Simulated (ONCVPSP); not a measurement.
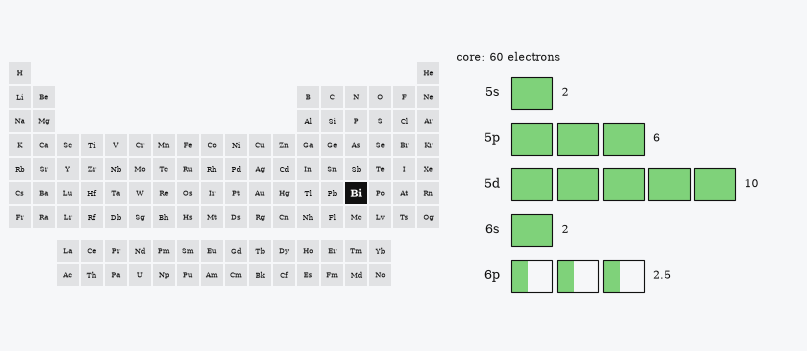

**Figure 1.** Left, the place of bismuth in the periodic table; right, the valence shells of the reference configuration: a box for each of the 2l + 1 orbitals, shaded by the share of the shell that is filled, with the electron count at the right.

**Pseudopotential generation, with input and output: Bi**

Bismuth (Bi, Z = 83), core [Kr] 4d10 4f14, reference valence 5s2 5p6 5d10 6s2 6p2.5 (an ion of charge +0.5), valence charge 23. Computed at this level: ONCV potential, PBE, scalar-relativistic, made with ONCVPSP 4.0.1.

The input:
```
# ATOM AND REFERENCE CONFIGURATION
# atsym  z   nc   nv     iexc    psfile
  Bi 83.00   10    5        4      upf
#
#   n    l    f
    1    0    2.00
    2    0    2.00
    2    1    6.00
    3    0    2.00
    3    1    6.00
    3    2   10.00
    4    0    2.00
    4    1    6.00
    4    2   10.00
    4    3   14.00
    5    0    2.00
    5    1    6.00
    5    2   10.00
    6    0    2.00
    6    1    2.50
#
# PSEUDOPOTENTIAL AND OPTIMIZATION
# lmax
    2
#
#   l,   rc,      ep,       ncon, nbas, qcut
    0    1.20    0.00    4    8   10.20
    1    1.60    0.00    3    7    8.00
    2    2.00    0.00    4    8    6.20
#
# LOCAL POTENTIAL
# lloc, lpopt,  rc(5),   dvloc0
    4    4    1.15    0.00
#
# VANDERBILT-KLEINMAN-BYLANDER PROJECTORs
# l, nproj, debl
    0    2    1.00
    1    3    2.80
    2    1    2.60
#
# MODEL CORE CHARGE
# icmod, fcfact, rcfact
    3    5.75    1.45
#
# LOG DERIVATIVE ANALYSIS
# epsh1, epsh2, depsh
   -7.00    5.00    0.04
#
# OUTPUT GRID
# rlmax, drl
    6.00    0.01
#
# TEST CONFIGURATIONS
# ncnf
    4
# nvcnf
#   n    l    f
    5
    5    0    2.00
    5    1    6.00
    5    2   10.00
    6    0    2.00
    6    1    3.00
#
    5
    5    0    2.00
    5    1    6.00
    5    2   10.00
    6    0    2.00
    6    1    2.00
#
    5
    5    0    2.00
    5    1    6.00
    5    2   10.00
    6    0    2.00
    6    1    1.00
#
    5
    5    0    2.00
    5    1    6.00
    5    2   10.00
    6    0    0.00
    6    1    5.00
#
```

Command:
```bash
oncvpsp.x < Bi.dat > Bi.out
```

Output (extracts):
```
ONCVPSP  (Optimized Norm-Conservinng Vanderbilt PSeudopotential)
scalar-relativistic version 4.0.1

#   n    l    f        energy (Ha)
    1    0    2.00    -3.3328977E+03
    2    0    2.00    -5.9893740E+02
    2    1    6.00    -5.1222454E+02
    3    0    2.00    -1.4468516E+02
    3    1    6.00    -1.1991910E+02
    3    2   10.00    -9.5084828E+01
    4    0    2.00    -3.3320445E+01
    4    1    6.00    -2.5208290E+01
    4    2   10.00    -1.5947357E+01
    4    3   14.00    -5.7505961E+00
    5    0    2.00    -5.9414362E+00
    5    1    6.00    -3.6654900E+00
    5    2   10.00    -1.1375803E+00
    6    0    2.00    -6.6691117E-01
    6    1    2.50    -2.8932189E-01

Reference configufation results
  iterations    23
  all-electron total energy (Ha)   -2.15306570D+04

Begin loop to  construct optimized pseudo wave functions
and semi-local pseudopoentials for all angular momenta

Calculating optimized projector #   1

 for l=   0

    Fraction of norm inside rc  0.910107
    Optimizing pswf for qcut=  10.21 a_B^-1,  ecut=  52.16 Ha
    Residual kinetic energy error=  1.34D-05 Ha

    Energy error per electron        Cutoff
         Ha          eV             Ha
         0.01000     0.27211       34.67
         0.00100     0.02721       41.88
         0.00010     0.00272       47.21
         0.00001     0.00027       56.33

Calculating optimized projector #   2

 for l=   0

    Fraction of norm inside rc  0.067342
    Optimizing pswf for qcut=  10.21 a_B^-1,  ecut=  52.16 Ha
    Residual kinetic energy error=  1.36D-05 Ha

    Energy error per electron        Cutoff
         Ha          eV             Ha
         0.01000     0.27211       31.71
         0.00100     0.02721       40.65
         0.00010     0.00272       46.87
         0.00001     0.00027       54.25

   Wellstate for l =  1  n =  8
     eigenvalue =   2.5107
     asymptotic potential =   3.0107
     half-point radius =  3.7354

Calculating optimized projector #   1

 for l=   1

    Fraction of norm inside rc  0.965018
    Optimizing pswf for qcut=   8.00 a_B^-1,  ecut=  32.04 Ha
    Residual kinetic energy error=  3.71D-07 Ha

    Energy error per electron        Cutoff
         Ha          eV             Ha
         0.01000     0.27211       15.96
         0.00100     0.02721       19.91
         0.00010     0.00272       23.25
         0.00001     0.00027       25.93

Calculating optimized projector #   2

 for l=   1

    Fraction of norm inside rc  0.068620
    Optimizing pswf for qcut=   8.00 a_B^-1,  ecut=  32.04 Ha
    Residual kinetic energy error=  1.82D-06 Ha

    Energy error per electron        Cutoff
         Ha          eV             Ha
         0.01000     0.27211       12.52
         0.00100     0.02721       16.42
         0.00010     0.00272       19.52
         0.00001     0.00027       23.48

Calculating optimized projector #   3

 for l=   1

    Fraction of norm inside rc  0.078165
    Optimizing pswf for qcut=   8.00 a_B^-1,  ecut=  32.04 Ha
    Residual kinetic energy error=  1.36D-05 Ha

    Energy error per electron        Cutoff
         Ha          eV             Ha
         0.01000     0.27211       13.80
         0.00100     0.02721       17.46
         0.00010     0.00272       20.96
         0.00001     0.00027       33.55

Calculating optimized projector #   1

 for l=   2

    Fraction of norm inside rc  0.933339
    Optimizing pswf for qcut=   6.21 a_B^-1,  ecut=  19.28 Ha
    Residual kinetic energy error=  5.30D-04 Ha

    Energy error per electron        Cutoff
         Ha          eV             Ha
         0.01000     0.27211       15.47
         0.00100     0.02721       18.66
         0.00010     0.00272       48.33
         0.00001     0.00027       62.35

Construct Vanderbilt / Kleinmman-Bylander projectors

B matrix Hermiticity error, ll=   0
   1   2    1.4890E-03

  Orthonormal projector coefficients  1.7547E+01 -2.1159E-01

B matrix Hermiticity error, ll=   1
   1   2    5.7085E-04
   1   3    9.9032E-04
   2   3   -1.6075E-04

  Orthonormal projector coefficients  7.4717E+00  2.2396E+00  3.6475E-01

Model core correction analysis
  based on d2Exc/dn_idn_j

d2excae - all-electron derivatives

   -3.180380D-02   -2.741837D-02   -1.683625D-02   -2.453115D-03
   -1.411829D-03
   -2.741842D-02   -2.675065D-02   -1.977787D-02   -3.236048D-03
   -1.418999D-03
   -1.683631D-02   -1.977790D-02   -2.038252D-02   -8.789654D-03
   -3.728037D-03
   -2.453073D-03   -3.235903D-03   -8.789260D-03   -2.353507D-02
   -1.856288D-02
   -1.411836D-03   -1.418951D-03   -3.727658D-03   -1.856171D-02
   -2.333196D-02

d2excps - pseudofunction derivatives with no core correction

   -4.664191D-02   -3.860104D-02   -1.887099D-02   -4.113677D-03
   -2.228195D-03
   -3.860155D-02   -3.416650D-02   -2.012759D-02   -4.750594D-03
   -2.152325D-03
   -1.887150D-02   -2.012768D-02   -2.207237D-02   -9.296412D-03
   -3.792220D-03
   -4.113790D-03   -4.750551D-03   -9.296048D-03   -2.355478D-02
   -1.862005D-02
   -2.228276D-03   -2.152330D-03   -3.791842D-03   -1.861882D-02
   -2.335842D-02

rms 2nd derivative error    4.689148E-03

rmatch, rhocmatch    0.7056   30.2366

Teter function model core charge with specified parameters

d2excps - pseudofunction derivatives with core correction

   -2.819458D-02   -2.408691D-02   -1.431045D-02   -2.361912D-03
   -1.200775D-03
   -2.408698D-02   -2.224686D-02   -1.659221D-02   -3.374792D-03
   -1.290927D-03
   -1.431044D-02   -1.659214D-02   -2.067991D-02   -9.015956D-03
   -3.592656D-03
   -2.361871D-03   -3.374665D-03   -9.015599D-03   -2.332897D-02
   -1.849907D-02
   -1.200773D-03   -1.290877D-03   -3.592280D-03   -1.849783D-02
   -2.328578D-02

rms 2nd derivative error    1.887033E-03

Pseudoatom total energy -214.704138

Diagnostic tests using Vanderbilt-Kleinman-Bylander pseudopotentials
  1 or more projectors used as specified by nproj input data

   l    rcore       rmatch      e in        delta e   norm test  slope test

   0   1.2016350   1.2381193  -5.9414362  -0.0001031   1.0005054   1.0004892
   0   1.2016350   1.2381193  -0.6669112   0.0000095   1.0000400   1.0000909

   1   1.6013109   1.6499302  -3.6654900   0.0000092   1.0003001   1.0002922
   1   1.6013109   1.6499302  -0.2893219   0.0000129   1.0000787   1.0000393
   1   1.6013109   1.6499302   2.5106781   0.0001233   1.0003896   1.0003896

   2   2.0100133   2.0710416  -1.1375803  -0.0000020   0.9999944   1.0000021

 Testing for bound ghosts
   n   l    E NL Schr. Eq   E Basis Diag.   E Cutoff

   1   0       -5.941539       -5.941539    182.94
   2   0       -0.666902       -0.583930    182.94

   2   1       -3.665481       -3.665483    119.08
   3   1       -0.289309       -0.238464    119.08

   3   2       -1.137582       -1.137573     64.37

 Testing for highly-localized positive-energy ghosts
       l    <radius>/rc     E Basis Diag.   E Cutoff

Test configuration 0

   n   l     f        eae           eps        diff
   1   0  2.0000-3332.89769873
   2   0  2.0000 -598.93740350
   2   1  6.0000 -512.22453694
   3   0  2.0000 -144.68516455
   3   1  6.0000 -119.91909789
   3   2 10.0000  -95.08482835
   4   0  2.0000  -33.32044527
   4   1  6.0000  -25.20828956
   4   2 10.0000  -15.94735659
   4   3 14.0000   -5.75059605
   5   0  2.0000   -5.94143624   -5.94153933   -1.03D-04
   5   1  6.0000   -3.66548996   -3.66548079    9.17D-06
   5   2 10.0000   -1.13758030   -1.13758233   -2.03D-06
   6   0  2.0000   -0.66691117   -0.66690165    9.52D-06
   6   1  2.5000   -0.28932189   -0.28930900    1.29D-05

    Total energies and differences
      AE_ref= -2.15306570D+04  AE_tst= -2.15306570D+04  dif=  0.00D+00
      PS_ref= -2.14704138D+02  PS_tst= -2.14704138D+02  dif= -9.09D-13
      PSP excitation error=  9.09D-13

Test configuration 1

   n   l     f        eae           eps        diff
   1   0  2.0000-3332.75421798
   2   0  2.0000 -598.79428078
   2   1  6.0000 -512.08138403
   3   0  2.0000 -144.54214705
   3   1  6.0000 -119.77607724
   3   2 10.0000  -94.94182022
   4   0  2.0000  -33.17748489
   4   1  6.0000  -25.06533529
   4   2 10.0000  -15.80441584
   4   3 14.0000   -5.60767186
   5   0  2.0000   -5.79868576   -5.79853820    1.48D-04
   5   1  6.0000   -3.52272823   -3.52251161    2.17D-04
   5   2 10.0000   -0.99525491   -0.99522818    2.67D-05
   6   0  2.0000   -0.53201880   -0.53200708    1.17D-05
   6   1  3.0000   -0.16798113   -0.16796678    1.43D-05

    Total energies and differences
      AE_ref= -2.15306570D+04  AE_tst= -2.15307709D+04  dif= -1.14D-01
      PS_ref= -2.14704138D+02  PS_tst= -2.14818004D+02  dif= -1.14D-01
      PSP excitation error=  4.41D-05

Test configuration 2

   n   l     f        eae           eps        diff
   1   0  2.0000-3333.05543613
   2   0  2.0000 -599.09456519
   2   1  6.0000 -512.38174460
   3   0  2.0000 -144.84215052
   3   1  6.0000 -120.07608831
   3   2 10.0000  -95.24180094
   4   0  2.0000  -33.47732570
   4   1  6.0000  -25.36515734
   4   2 10.0000  -16.10420016
   4   3 14.0000   -5.90741012
   5   0  2.0000   -6.09791913   -6.09842880   -5.10D-04
   5   1  6.0000   -3.82194559   -3.82227816   -3.33D-04
   5   2 10.0000   -1.29325378   -1.29330574   -5.20D-05
   6   0  2.0000   -0.81253368   -0.81254278   -9.10D-06
   6   1  2.0000   -0.42038539   -0.42038724   -1.85D-06

    Total energies and differences
      AE_ref= -2.15306570D+04  AE_tst= -2.15304800D+04  dif=  1.77D-01
      PS_ref= -2.14704138D+02  PS_tst= -2.14527079D+02  dif=  1.77D-01
      PSP excitation error= -7.89D-05

Test configuration 3

   n   l     f        eae           eps        diff
   1   0  2.0000-3333.40610918
   2   0  2.0000 -599.44336830
   2   1  6.0000 -512.73069052
   3   0  2.0000 -145.19035973
   3   1  6.0000 -120.42431021
   3   2 10.0000  -95.58997175
   4   0  2.0000  -33.82515042
   4   1  6.0000  -25.71293290
   4   2 10.0000  -16.45189017
   4   3 14.0000   -6.25499593
   5   0  2.0000   -6.44427639   -6.44614221   -1.87D-03
   5   1  6.0000   -4.16807317   -4.16956470   -1.49D-03
   5   2 10.0000   -1.63658387   -1.63682979   -2.46D-04
   6   0  2.0000   -1.12842244   -1.12856079   -1.38D-04
   6   1  1.0000   -0.70538934   -0.70549919   -1.10D-04

    Total energies and differences
      AE_ref= -2.15306570D+04  AE_tst= -2.15299197D+04  dif=  7.37D-01
      PS_ref= -2.14704138D+02  PS_tst= -2.13966434D+02  dif=  7.38D-01
      PSP excitation error= -3.94D-04

Test configuration 4

   n   l     f        eae           eps        diff
   1   0  2.0000-3332.88236631
   2   0  2.0000 -598.91998706
   2   1  6.0000 -512.20686585
   3   0  2.0000 -144.66893196
   3   1  6.0000 -119.90282938
   3   2 10.0000  -95.06838897
   4   0  2.0000  -33.30464828
   4   1  6.0000  -25.19237938
   4   2 10.0000  -15.93127691
   4   3 14.0000   -5.73448366
   5   0  2.0000   -5.92474610   -5.92572820   -9.82D-04
   5   1  6.0000   -3.64769921   -3.64830980   -6.11D-04
   5   2 10.0000   -1.11094528   -1.11127885   -3.34D-04
   6   1  5.0000   -0.21557519   -0.21557305    2.14D-06

    Total energies and differences
      AE_ref= -2.15306570D+04  AE_tst= -2.15300174D+04  dif=  6.40D-01
      PS_ref= -2.14704138D+02  PS_tst= -2.14064197D+02  dif=  6.40D-01
      PSP excitation error= -3.41D-04
```

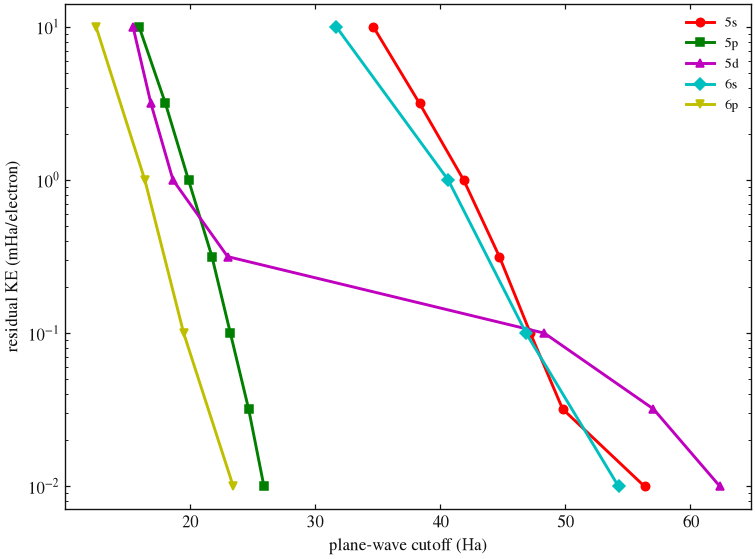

**Figure 2.** Residual kinetic energy of the pseudo-waves (the first of each channel, and further valence shells) beyond the plane-wave cutoff, as the generator prints it.

- Cutoffs for 1 mHa per electron: 5s: 42 Ha; 6s: 41 Ha; 5p: 20 Ha; 5d: 19 Ha; 6p: 16 Ha.
- Cutoffs for the occupied states: 42 Ha for 1 mHa and 48 Ha for 0.1 mHa per electron. The first is set by 5s.

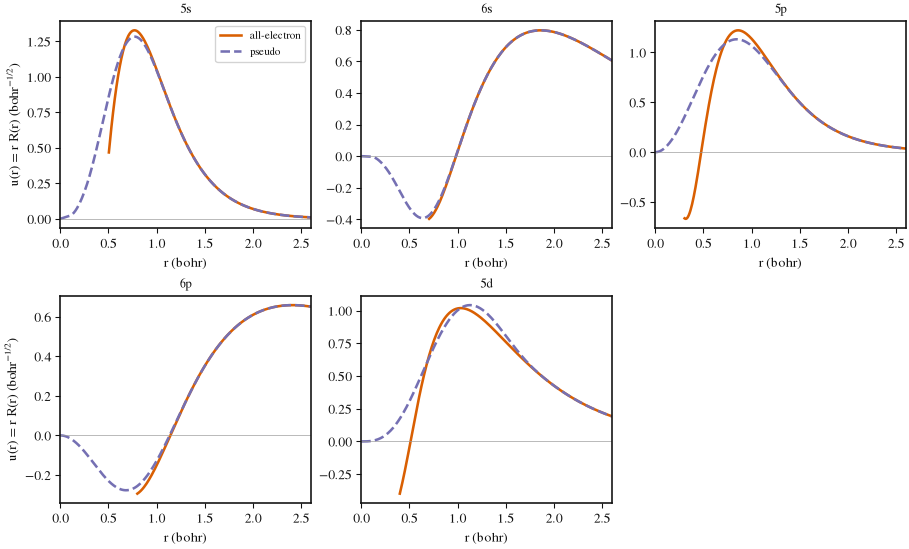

**Figure 3.** Pseudo-waves (dashed) against the all-electron radial functions (solid). The innermost oscillations of some all-electron curves aren't drawn. Reference configuration 5s2 5p6 5d10 6s2 6p2.5.

- Matching radii: 5s at 1.20 bohr; 6s at 1.20 bohr; 5p at 1.60 bohr; 6p at 1.60 bohr; 5d at 2.00 bohr. The curves merge smoothly, so the plot gives these only roughly.
- Nodes of the pseudo-waves: 5s has no node; 6s has a node at about 1.0 bohr; 5p has no node; 6p has a node at about 1.1 bohr; 5d has no node. A node in 6s and 6p is expected, since a lower shell of the same l is also in the valence and the two must stay orthogonal.
- Cutoffs needed: 42 Ha (loose) and 48 Ha (tight), as the cutoffs at which the residual kinetic energy of the hardest occupied pseudo-wave falls to 1 and 0.1 mHa per electron.

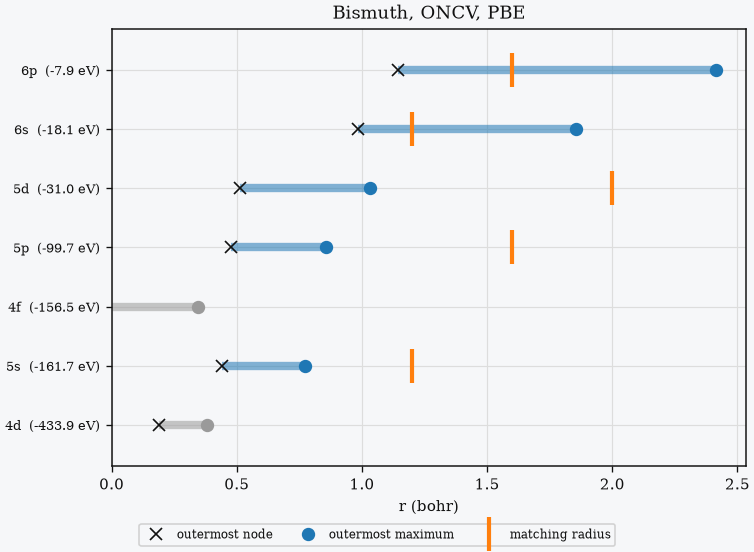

**Figure 4.** Outer shells of the all-electron reference atom: each bar runs from the outermost node (or the nucleus) to the outermost maximum of u(r); the tick is the radius chosen for the pseudo-wave. Shells without a tick have no pseudo-wave of their own. Levels, nodes and maxima are from ld1.x, scalar-relativistic.

- Radii against the shells: 5s: 1.20 bohr, outside the maximum; 5p: 1.60 bohr, outside the maximum; 5d: 2.00 bohr, outside the maximum; 6s: 1.20 bohr, between node and maximum; 6p: 1.60 bohr, between node and maximum.

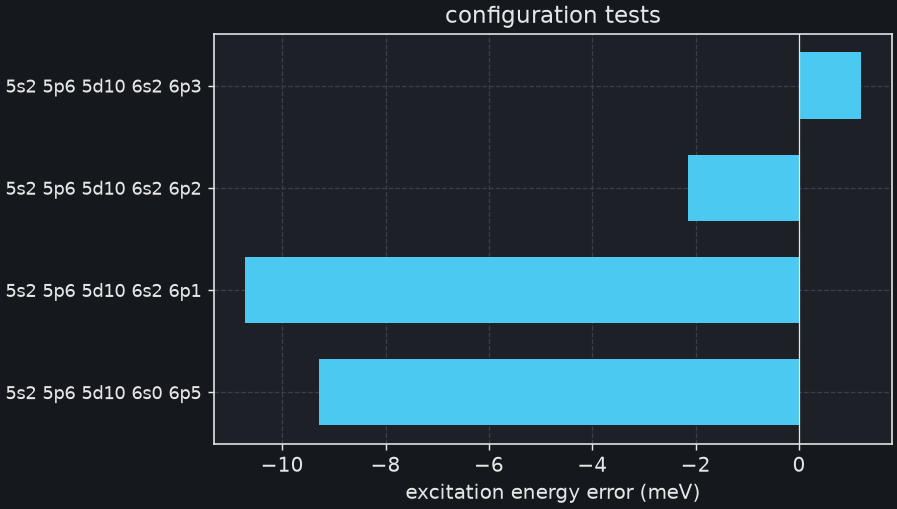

**Figure 5.** Errors, all-electron minus pseudo, of the energies of valence configurations relative to the unpolarised reference 5s2 5p6 5d10 6s2 6p2.5.

- Worst configuration: 5s2 5p6 5d10 6s2 6p1 (charge +2): the error is -11 meV on an all-electron energy of +20.06 eV relative to the reference, or 0.053 %.
- Errors in meV: 5s2 5p6 5d10 6s2 6p3: +1.2; 5s2 5p6 5d10 6s2 6p2: -2.1; 5s2 5p6 5d10 6s2 6p1: -11; 5s2 5p6 5d10 6s0 6p5: -9.3.

Key numbers:

- outcome: generated
- cutoffs needed: 42 Ha and 48 Ha (the cutoffs at which the residual kinetic energy of the hardest occupied pseudo-wave falls to 1 and 0.1 mHa per electron)
- ghost test: no bound ghost flagged; no localised positive-energy state flagged
- largest excitation error: -11 meV (all-electron minus pseudo) for 5s2 5p6 5d10 6s2 6p1, out of 4 test configurations
- rms error of d²Exc/dni dnj: 4.69 mHa without and 1.89 mHa with the model core
- range over which the phases arctan(r R′/R) at the test radius agree within 0.05 rad (a looser test near the poles than one of phase shifts): s: over the whole range computed; p: over the whole range computed; d: up to about 0.5 Ha; f: not judged, local potential alone
- hardware: 1 CPU thread, shared host
- wall time: 5.1 s
